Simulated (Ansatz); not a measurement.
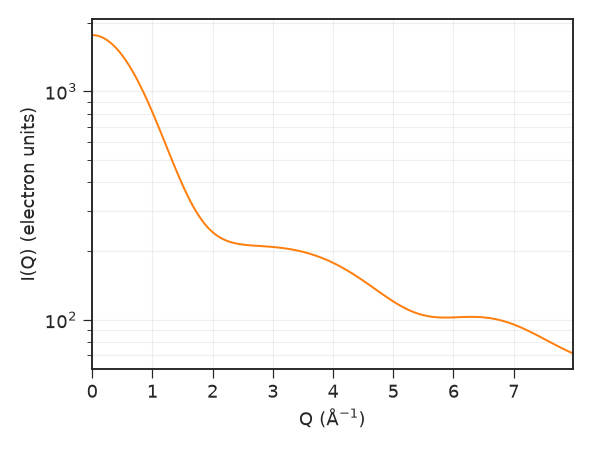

Elastic X-ray scattering of a randomly oriented, rigid molecule, calculated with the Debye equation from neutral-atom form factors (independent atoms, no Compton part, no vibration). The geometry is the end point of an optimisation (RKS PBE0/def2-SVP (Ansatz 0.2.0)); it may be a saddle point or a higher isomer. It contains C, S, H.

> How many electrons does the independent-atom model of the molecule hold?

I(0) is the square of the electron number: I(0) = 1760, so about 42 electrons, the count of CH4S2.

> What radius of gyration does the initial fall-off give?

From I(Q) ≈ I(0) exp(−Q²R²/3) at small Q, R ≈ 1.58 Å. It is larger than the electron-weighted radius of the nuclear positions alone (1.40 Å), because each atom's electron cloud adds to it.
